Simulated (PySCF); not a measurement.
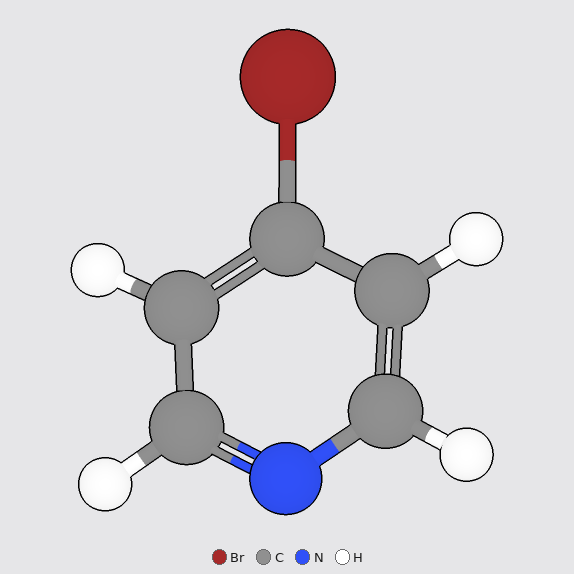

The geometry was computed by an optimisation with PBE0-D3(BJ)/def2-SVP. No frequency run is at hand to confirm it as a minimum.

Draw it as a skeletal formula.

SMILES: Brc1ccncc1

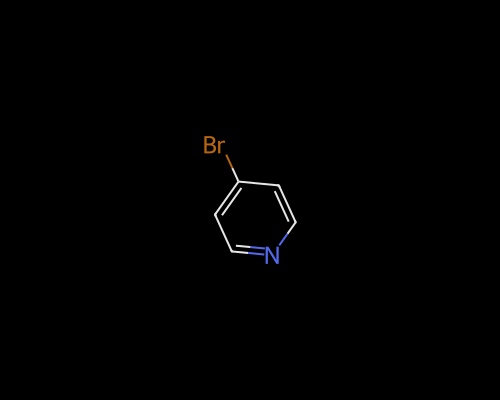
